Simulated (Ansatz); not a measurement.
# AlGa (singlet): correlated methods under varied settings at distance Al1–Ga2 = 5.481 Å

Aim: run AlGa (singlet) at one geometry under a spread of methods and options, and see what each costs and gives.

Program: Ansatz 0.2.0, Gaussian basis. Level of theory: the settings change from run to run. These are calculated values, not measurements.

34 further runs of the same task are left out: 5 for a known fault of the program, 1 for a mislabelled method, 21 that didn't finish, 7 set aside as unsound or not needed.

### Step 1. The geometry

The geometry derives from a PBE0/def2-TZVP stationary point (not a proven minimum). One bond is set to the value named and the two fragments are kept rigid. No spin-orbit coupling is included. The filled d shell of Ga may be among the frozen orbitals whatever the setting's name suggests; the logs give the count.

2 atoms, charge 0, spin multiplicity 1.

Atoms are counted from 1 here; the program's logs count them from 0.

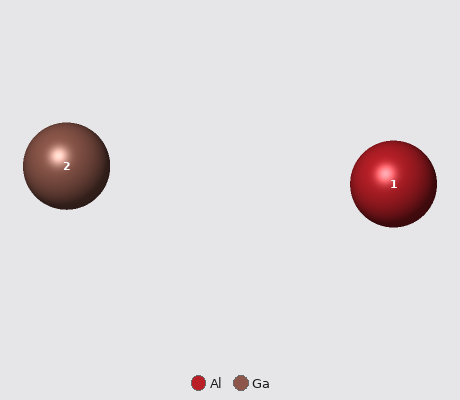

The structure; aluminium red, gallium brown; atoms are numbered from 1 in the order of the file.

### Step 2. NEVPT4(SD)(2,2)/6-31G

Input file in.yaml:

```yaml
crystal:
  periodic: [false, false, false]
  atoms:
    - {symbol: Al, position_ang: [0.000000, 0.000000, 0.000000]}
    - {symbol: Ga, position_ang: [0.000000, 0.000000, 5.481000]}
basis:
  gaussian: {orbitals: 6-31G}
correlation: {method: fic_nevpt4_sd, electrons: outside_noble_gas, active_space: {window: {electrons: 2, orbitals: 2}}}
accuracy: high
```

Started as:

```
> ansatz run in.yaml --threads 1 --pin off --events-out ev --progress --plain --max-ram 2393MiB
```

Output:

```text
Functional definition: HF
  name "HF"
  cite "Fock, Z. Phys. 61, 126 (1930) doi:10.1007/BF01340294"
  parent pbe
  exchange = exact_x
  correlation = 0
645 factors; integrals over basis functions are off by at most 1.6e-8 eV
mean field evaluation 1: about -58904.2099 eV, gradient 2.5e0 eV
mean field evaluation 2: about -58904.2233 eV, gradient 2.5e0 eV
mean field evaluation 4: about -58904.3068 eV, gradient 2.7e-1 eV
mean field evaluation 8: about -58904.3071 eV, gradient 4.7e-7 eV
mean field evaluation 16: about -58879.9653 eV, gradient 3.3e1 eV
mean field evaluation 32: about -58903.5528 eV, gradient 1.1e-6 eV
mean field evaluation 64: about -58903.5528 eV, gradient 1.6e-8 eV
mean field evaluation 96: about -58903.2396 eV, gradient 8.2e-1 eV
mean field evaluation 128: about -58904.3028 eV, gradient 9.6e-1 eV
mean field evaluation 160: about -58882.8292 eV, gradient 2.8e1 eV
mean field evaluation 192: about -58903.5528 eV, gradient 7.0e-5 eV
mean field -58904.30708636 eV, -2164.6933586504 hartree, gradient 2.5e-8 eV, S^2 0.000000; 14 other end points of the search recorded, 0 dependent functions left out; unrestricted orbitals would lower it
reference -58904.30708636 eV, -2164.6933586504 hartree; 22, 22 occupied and 20, 20 virtual orbitals, 645 factors
state -58905.86698414 eV, -2164.7506838363 hartree
state -58905.86698414 eV, -2164.7506838363 hartree; corrected -58907.40188093 eV, -2164.8070902533 hartree
Total energy: -58907.40188093 eV, -2164.8070902533 hartree
```

Wall time 8 s (1 thread of Arm Neoverse V2, shared host).

From the report: 4 determinants; active occupations 1.22, 0.78.

### Step 3. CCSD on UHF/aug-cc-pVDZ

Input file in.yaml:

```yaml
crystal:
  periodic: [false, false, false]
  atoms:
    - {symbol: Al, position_ang: [0.000000, 0.000000, 0.000000]}
    - {symbol: Ga, position_ang: [0.000000, 0.000000, 5.481000]}
basis:
  gaussian: {orbitals: aug-cc-pVDZ, point_charges: [{charge: -1.00, position_ang: [3.014, -0.468, 0.969]}]}
magnetization: {spin_polarized: true, initial_magnetization: 0}
correlation: {method: ccsd, electrons: outside_noble_gas}
scf: {lower_state_search: off}
output: {forces: true}
```

Launched as before.

Output (excerpt; [...] marks lines left out):

```text
Functional definition: HF
  name "HF"
  cite "Fock, Z. Phys. 61, 126 (1930) doi:10.1007/BF01340294"
  parent pbe
[...]
684 factors; integrals over basis functions are off by at most 4.1e-4 eV
[...]
mean field -58915.38944368 eV, -2165.1006277700 hartree, gradient 1.2e-6 eV, S^2 1.031078; 3 other end points of the search recorded, 0 dependent functions left out
19 core orbitals not correlated: weight in the atoms' cores, before any rotation towards them, 1.000 or more for the frozen orbitals, at most 0.000 for the correlated occupied ones
reference -58915.38944368 eV, -2165.1006277700 hartree; 3, 3 occupied and 41, 41 virtual orbitals, 684 factors
second order -1.63758520 eV of doubles, -0.00000000 eV of singles
cycle   1  -2.15749546 eV  change   -5.2e-1 eV  update   8.5e-2
[...]
cycle   4  -2.47214429 eV  change    2.1e-9 eV  update   1.1e-8
[...]
Total energy: -58917.86158797 eV, -2165.1914773969 hartree
Atom 0 at     0.000000     0.000000     0.000000 Å, force     0.731185    -0.113535     0.301840 eV/Å
Atom 1 at     0.000000     0.000000     5.481000 Å, force     0.020286    -0.003150    -0.097133 eV/Å
Dipole moment:     0.607926    -0.094396    -0.153750 e Å
Checks for a lower state left out: starts, cluster_reference, orbital_swaps, neighbouring_geometries, increment
```

Run time: 8 s. Hardware: 1 thread of Arm Neoverse V2, shared host.

From the report: ⟨S²⟩ of the determinant 1.031 (pure singlet: 0.00); correlation -2.4721 eV; T1 0.018; largest double amplitude 0.09. The determinant is far from a pure spin state, so its energy mixes those of several spin states (harmless only where they are near-degenerate, as at dissociation).

### Step 4. CISDT/cc-pVDZ

Input file in.yaml:

```yaml
crystal:
  periodic: [false, false, false]
  atoms:
    - {symbol: Al, position_ang: [0.000000, 0.000000, 0.000000]}
    - {symbol: Ga, position_ang: [0.000000, 0.000000, 5.481000]}
basis:
  gaussian: {orbitals: cc-pVDZ}
correlation: {active_space: {ras: {orbitals: [3, 0, 23], electrons: 6, max_holes: 3, max_particles: 3}, fixed_orbitals: true}}
accuracy: high
```

The command is unchanged.

Output (excerpt; [...] marks lines left out):

```text
Functional definition: HF
  name "HF"
  cite "Fock, Z. Phys. 61, 126 (1930) doi:10.1007/BF01340294"
  parent pbe
[...]
803 factors; integrals over basis functions are off by at most 4.4e-9 eV
[...]
mean field -58912.67399534 eV, -2165.0008368842 hartree, gradient 2.4e-8 eV, S^2 0.000000; 17 other end points of the search recorded, 0 dependent functions left out
reference -58912.67399534 eV, -2165.0008368842 hartree; 22, 22 occupied and 23, 23 virtual orbitals, 803 factors
state -58916.38548970 eV, -2165.1372317861 hartree
Total energy: -58916.38548970 eV, -2165.1372317861 hartree
```

Wall time 2.9 s (1 thread of Arm Neoverse V2, shared host).

From the report: 29,794 determinants.

### Step 5. CCSD on RHF/pcseg-2

Input file in.yaml:

```yaml
crystal:
  periodic: [false, false, false]
  atoms:
    - {symbol: Al, position_ang: [0.000000, 0.000000, 0.000000]}
    - {symbol: Ga, position_ang: [0.000000, 0.000000, 5.481000]}
basis:
  gaussian: {orbitals: pcseg-2}
magnetization: {spin_polarized: false}
correlation: {method: ccsd, electrons: outside_noble_gas}
output: {forces: true}
```

Launched as before.

Output (excerpt; [...] marks lines left out):

```text
Functional definition: HF
  name "HF"
  cite "Fock, Z. Phys. 61, 126 (1930) doi:10.1007/BF01340294"
  parent pbe
[...]
514 factors; integrals over basis functions are off by at most 9.6e-4 eV
[...]
mean field -58913.76822267 eV, -2165.0410489966 hartree, gradient 2.6e-6 eV, S^2 0.000000; 18 other end points of the search recorded, 0 dependent functions left out; unrestricted orbitals would lower it
[...]
determinant -58913.76822267 eV, -2165.0410489966 hartree, with singles and doubles -58917.64637424 eV, -2165.1835684383 hartree
determinant -58913.06356300 eV, -2165.0151532314 hartree, with singles and doubles -58917.13300722 eV, -2165.1647025484 hartree
determinant -58912.59253756 eV, -2164.9978433661 hartree, with singles and doubles -58916.96035046 eV, -2165.1583575293 hartree
determinant -58912.02485333 eV, -2164.9769813553 hartree, with singles and doubles -58916.66399942 eV, -2165.1474668295 hartree
[...]
determinant -58913.06356300 eV, -2165.0151532315 hartree, with singles and doubles -58917.48786752 eV, -2165.1777434239 hartree
unrestricted determinant -58915.44344402 eV, -2165.1026122458 hartree, S^2 1.0199
19 core orbitals not correlated: weight in the atoms' cores, before any rotation towards them, 1.000 or more for the frozen orbitals, at most 0.000 for the correlated occupied ones
reference -58913.76822267 eV, -2165.0410489966 hartree; 3, 3 occupied and 55, 55 virtual orbitals, 514 factors
second order -2.65921539 eV of doubles, -0.00000000 eV of singles
cycle   1  -2.93465429 eV  change   -7.1e-1 eV  update   1.5e-1
[...]
cycle  22  -3.85630524 eV  change   -5.3e-9 eV  update   5.6e-8
WARN: these amplitudes may be one of several solutions (largest doubles amplitude 0.57, level shift 2.11 eV)
[...]
Total energy: -58917.62452791 eV, -2165.1827656004 hartree
Atom 0 at     0.000000     0.000000     0.000000 Å, force    -0.000000    -0.000000     0.197935 eV/Å
Atom 1 at     0.000000     0.000000     5.481000 Å, force     0.000000     0.000000    -0.197935 eV/Å
Dipole moment:    -0.000000     0.000000    -0.039837 e Å
```

Wall time 26 s (1 thread of Arm Neoverse V2, shared host).

From the report: correlation -3.8563 eV; T1 0.054; largest double amplitude 0.57. The report flags that the cluster equations may have other roots.

### Step 6. MRCISD+Q(4,5)/cc-pVDZ

Input file in.yaml:

```yaml
crystal:
  periodic: [false, false, false]
  atoms:
    - {symbol: Al, position_ang: [0.000000, 0.000000, 0.000000]}
    - {symbol: Ga, position_ang: [0.000000, 0.000000, 5.481000]}
basis:
  gaussian: {orbitals: cc-pVDZ}
correlation: {method: fic_mrcisd_q, electrons: outside_noble_gas, active_space: {window: {electrons: 4, orbitals: 5}}}
accuracy: high
```

Launched as before.

Output (excerpt; [...] marks lines left out):

```text
Functional definition: HF
  name "HF"
  cite "Fock, Z. Phys. 61, 126 (1930) doi:10.1007/BF01340294"
  parent pbe
[...]
803 factors; integrals over basis functions are off by at most 4.4e-9 eV
[...]
mean field -58912.67399534 eV, -2165.0008368842 hartree, gradient 2.4e-8 eV, S^2 0.000000; 17 other end points of the search recorded, 0 dependent functions left out; unrestricted orbitals would lower it
reference -58912.67399534 eV, -2165.0008368842 hartree; 22, 22 occupied and 23, 23 virtual orbitals, 803 factors
state -58914.95647485 eV, -2165.0847164588 hartree
contracted CI cycle   1: correlation 0.00000000 eV, 0.0000000000 hartree, residual 6.70e0 eV
contracted CI cycle   2: correlation -1.82390866 eV, -0.0670274069 hartree, residual 1.35e0 eV
contracted CI cycle   3: correlation -1.89557632 eV, -0.0696611447 hartree, residual 2.80e-1 eV
contracted CI cycle   4: correlation -1.89849119 eV, -0.0697682644 hartree, residual 8.91e-2 eV
[...]
contracted CI cycle  17: correlation -1.94890110 eV, -0.0716207946 hartree, residual 4.48e-5 eV
contracted CI cycle  18: correlation -1.94890110 eV, -0.0716207946 hartree, residual 1.93e-5 eV
contracted CI cycle  19: correlation -1.94890110 eV, -0.0716207946 hartree, residual 8.56e-6 eV
contracted CI cycle  20: correlation -1.94890110 eV, -0.0716207946 hartree, residual 3.58e-6 eV
contracted CI cycle  21: correlation -1.94890110 eV, -0.0716207946 hartree, residual 1.49e-6 eV
state -58914.92230155 eV, -2165.0834606133 hartree; corrected -58917.05553231 eV, -2165.1618553978 hartree
state -58914.92230155 eV, -2165.0834606133 hartree; corrected -58917.05553231 eV, -2165.1618553978 hartree
the orbitals are reached from a further start. From the first start the search ends at -58914.95644432 eV, -2165.0847153368 hartree
WARN: the results are in doubt because another end's mean lies 0.034 eV lower, and its corrected mean 0.033 eV higher
Total energy: -58917.05553231 eV, -2165.1618553978 hartree
In doubt: another end's mean lies 0.034 eV lower, and its corrected mean 0.033 eV higher
```

Run time: 63 s. Hardware: 1 thread of Arm Neoverse V2, shared host.

From the report: 100 determinants; active occupations 1.93, 1.24, 0.76, 0.04, 0.04. The program marks this result as in doubt; its last lines say why.

### Step 7. MRCISD+Q(6,7)/6-31G

Input file in.yaml:

```yaml
crystal:
  periodic: [false, false, false]
  atoms:
    - {symbol: Al, position_ang: [0.000000, 0.000000, 0.000000]}
    - {symbol: Ga, position_ang: [0.000000, 0.000000, 5.481000]}
basis:
  gaussian: {orbitals: 6-31G}
correlation: {method: fic_mrcisd_q, electrons: outside_noble_gas, active_space: {window: {electrons: 6, orbitals: 7}, states: [{multiplicity: 1, weights: [0.5, 1, 1]}], root: 1}}
scf: {lower_state_search: light}
```

The command is unchanged.

Output (excerpt; [...] marks lines left out):

```text
Functional definition: HF
  name "HF"
  cite "Fock, Z. Phys. 61, 126 (1930) doi:10.1007/BF01340294"
  parent pbe
[...]
651 factors; integrals over basis functions are off by at most 2.3e-7 eV
[...]
mean field -58904.30708634 eV, -2164.6933586497 hartree, gradient 3.1e-6 eV, S^2 0.000000; 14 other end points of the search recorded, 0 dependent functions left out; unrestricted orbitals would lower it
reference -58904.30708634 eV, -2164.6933586497 hartree; 22, 22 occupied and 20, 20 virtual orbitals, 651 factors
state -58906.68959685 eV, -2164.7809142958 hartree
state -58906.67763532 eV, -2164.7804747176 hartree
state -58906.67755707 eV, -2164.7804718423 hartree
contracted CI cycle   1: correlation 0.00000000 eV, 0.0000000000 hartree, residual 4.44e0 eV
contracted CI cycle   2: correlation -0.69957150 eV, -0.0257087784 hartree, residual 1.43e0 eV
contracted CI cycle   3: correlation -0.76658030 eV, -0.0281713065 hartree, residual 3.35e-1 eV
[...]
contracted CI cycle   5: correlation -0.81474636 eV, -0.0299413766 hartree, residual 2.86e-2 eV
contracted CI cycle   6: correlation -0.81477570 eV, -0.0299424547 hartree, residual 7.76e-3 eV
contracted CI cycle   7: correlation -0.81477732 eV, -0.0299425142 hartree, residual 1.89e-3 eV
contracted CI cycle   8: correlation -0.81477751 eV, -0.0299425212 hartree, residual 1.22e-3 eV
state -58906.62663104 eV, -2164.7786003450 hartree; corrected -58907.47910403 eV, -2164.8099281497 hartree
state -58906.66832654 eV, -2164.7801326265 hartree; corrected -58907.49532785 eV, -2164.8105243641 hartree
state -58906.64864167 eV, -2164.7794092209 hartree; corrected -58907.47147750 eV, -2164.8096478797 hartree
state -58906.64493148 eV, -2164.7792728739 hartree; corrected -58907.48501812 eV, -2164.8101454885 hartree
[...]
WARN: the results are in doubt because another end's mean lies 0.031 eV lower, and its corrected mean 0.000 eV higher
Total energy: -58907.47147750 eV, -2164.8096478797 hartree
In doubt: another end's mean lies 0.031 eV lower, and its corrected mean 0.000 eV higher
```

Wall time 71 s (1 thread of Arm Neoverse V2, shared host).

From the report: 625 determinants; active occupations (of the averaged states) 1.97, 1.92, 0.73, 0.57, 0.43, 0.34, 0.04. Mind the lines of doubt at the end of the log.

### Step 8. All runs side by side

Where basis and cores are those of an earlier FCI/cc-pVDZ run (-58916.9952 eV), and the state is the same kind, the miss against it is given. † marks a result that the program doubts.

```
                                               level         correlated  functions  energy (eV)  from FCI (meV)   time
                               NEVPT4(SD)(2,2)/6-31G  outside noble gas         42  -58907.4019                    8 s
     CCSD on UHF/aug-cc-pVDZ (beside a point charge)  outside noble gas         63  -58917.8616                    8 s
                                       CISDT/cc-pVDZ  outside noble gas         45  -58916.3855           609.7  2.9 s
                               CCSD on RHF/pcseg-2 †  outside noble gas         77  -58917.6245                   26 s
                             MRCISD+Q(4,5)/cc-pVDZ †  outside noble gas         45  -58917.0555           -60.3   63 s
MRCISD+Q(6,7)/6-31G (excited root 1 of an average) †  outside noble gas         42  -58907.4715                   71 s
```

### Step 9. Outcome

| quantity | value |
| --- | --- |
| runs | 6 |
| quickest | CISDT/cc-pVDZ, 2.9 s |
| slowest | MRCISD+Q(6,7)/6-31G (excited root 1 of an average) †, 71 s |

What this shows: Total energies in different bases, with other cores or another treatment of relativity can't be set against each other. MRCISD+Q(6,7)/6-31G (excited root 1 of an average) † took 25 times as long as CISDT/cc-pVDZ; the jobs differ in more than the method. Among the correlated runs with a miss given, it spans -60 to +610 meV.
